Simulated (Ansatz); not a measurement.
## Electronic structure of CH7Si···AsH2 in real space

```yaml
atoms:
  - { symbol: Si, position_ang: [-1.2383, -0.0876, -0.0931] }
  - { symbol: C, position_ang: [0.4357, 1.2378, 0.2347] }
  - { symbol: H, position_ang: [-1.5427, -0.4470, -1.4968] }
  - { symbol: H, position_ang: [-1.6832, -0.9316, 1.0402] }
  - { symbol: H, position_ang: [-2.0319, 1.1833, 0.1076] }
  - { symbol: H, position_ang: [0.4415, -0.0682, -0.0005] }
  - { symbol: As, position_ang: [0.6268, -2.0992, -0.3462] }
  - { symbol: H, position_ang: [0.0955, 1.5965, 1.2050] }
  - { symbol: H, position_ang: [1.5223, 1.0998, 0.2618] }
  - { symbol: H, position_ang: [0.1818, 1.9236, -0.5727] }
  - { symbol: H, position_ang: [1.4830, -1.9057, 0.9044] }
  - { symbol: H, position_ang: [1.7097, -1.5017, -1.2443] }
```

A transition-state structure; geometry: PBE0-D4/def2-TZVP.

Method: RKS PBE0-D4/def2-TZVPP (Ansatz 0.2.0).

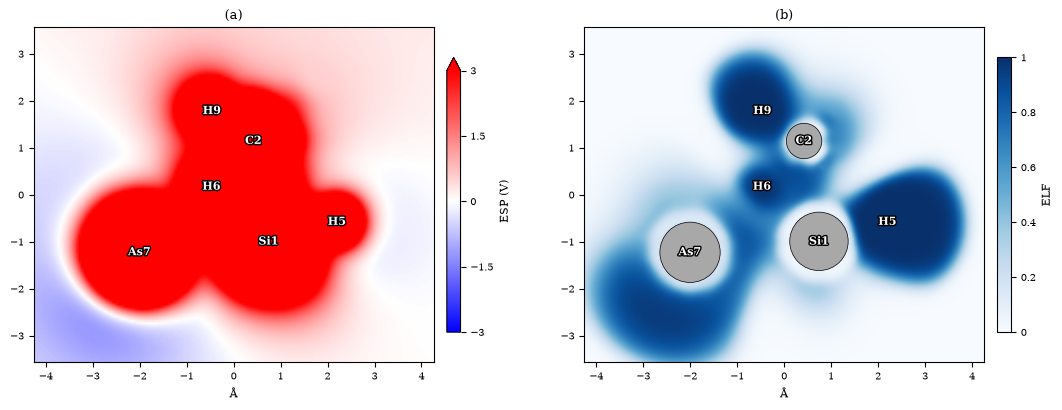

Figure 1. (a) molecular electrostatic potential; (b) ELF on the plane of atoms Si1, H6 and C2. Grey discs cover the atomic cores in the ELF map.

Question: Interpret the plot.

Answer:
- The section cuts through Si, C, H and As sites.
- As7···H6 (2.07 Å): the ELF climbs to about 0.95 towards the hydrogen, as it does in any bond to H.
- C–H (1.10 Å): the ELF climbs to about 1 towards the hydrogen: a covalent bond by its length.
- Outside the dense part of the complex the potential is most negative (−1.2 V) near As7.

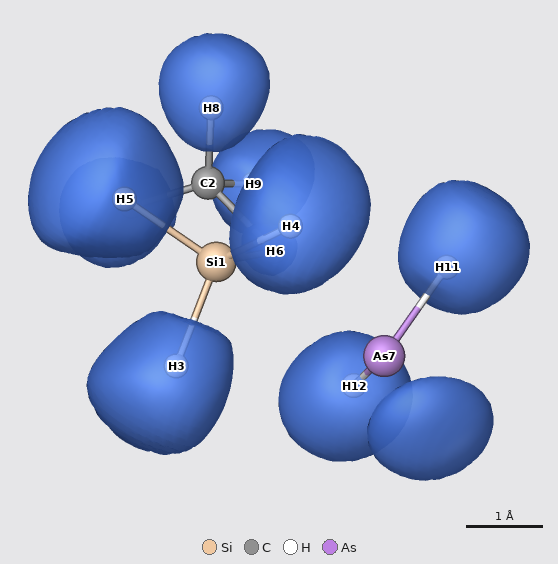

Figure 2. Isosurface of the electron localisation function at 0.9 (blue), seen at an oblique angle. Core shells and regions of very low density are left out.

Question: Describe the localisation domains.

Answer: The surface consists of nine regions around hydrogen nuclei and one lobe on As, pointing away from the bonds (lone pairs). Along the contacts the grid gives the following. C–H (1.09 Å): the ELF climbs to about 1 towards the hydrogen; an ordinary covalent bond to hydrogen.

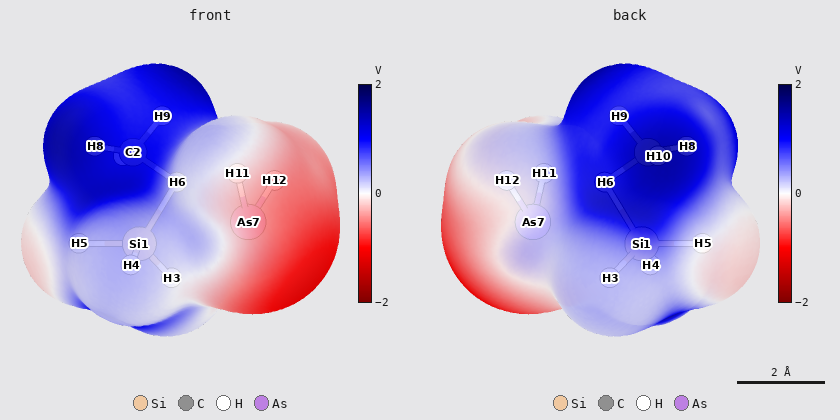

Figure 3. The molecular electrostatic potential painted on the density surface at 0.002 e/bohr³, seen from the front and from behind; red is negative and blue positive.

Question: Which sites attract a positive test charge, and which a negative one?

Answer: A positive charge is drawn to the negative regions and a negative charge to the positive ones. The most negative region (about −1.1 V) lies over As7, the most positive (about +1.5 V) over Si1, H8, H9 and H10.
